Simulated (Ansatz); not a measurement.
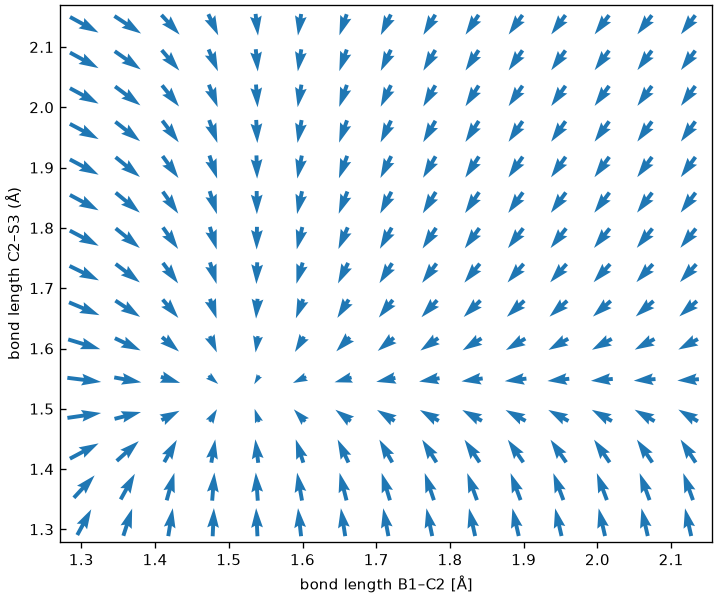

CHBOS, SMILES B#CSO. 
- First axis: bond length B1–C2. Second axis: bond length C2–S3.
- Nothing is relaxed (all other coordinates rigid).
- Grid: 15 × 15 points.
- Points are written as (first, second).
- Computed with Ansatz, RHF/def2-TZVP.

Drawn: arrows along the force (downhill), their lengths compressed.

The arrows alone are given. Where is the energy lowest?

The arrows converge at about (1.516 Å, 1.526 Å) (read from the interpolated surface).

The energy map of the same scan:

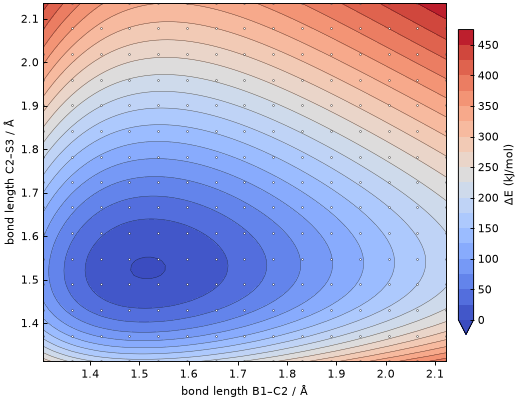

Energies are in kJ/mol, from the lowest grid point; between grid points the surface is interpolated.
